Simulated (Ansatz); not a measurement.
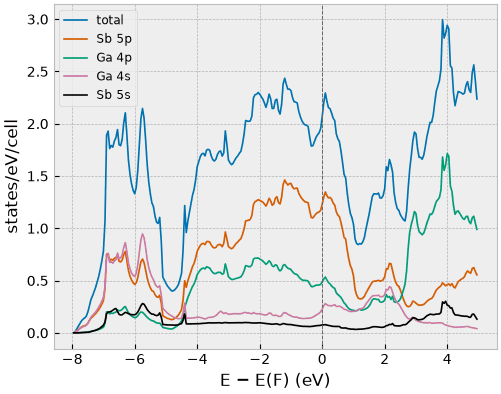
Fig. 1. Total and projected density of states of GaSb (NiAs type, P6_3/mmc), plane-wave PAW r²SCAN (Ansatz code)

Problem. Which orbitals carry the states next to the Fermi level?

Solution. Within 0.5 eV of the Fermi level: Sb 5p 61 %, Ga 4p 23 %, Ga 4s 11 %. Projections are on Löwdin-orthogonalised atomic valence shells; empty p or d shells of many metals are not among them.

Problem. Where is the tallest occupied peak in this window, and what makes it?

Solution. Near -1.2 eV, about 2.4 states/eV per cell; the largest projected share is Sb 5p.

The start of the workflow was typed in or built on a structure type; neither database checked (COD, Materials Project) lists it. It is not the phase usual at ambient conditions (space group No. 216). The r²SCAN relaxation kept the symmetry of its start; its stability against distortions is not shown here. Scalar-relativistic: spin–orbit coupling is off unless named, which matters more the heavier the elements.

Potentials: the later of the program's two PAW sets.
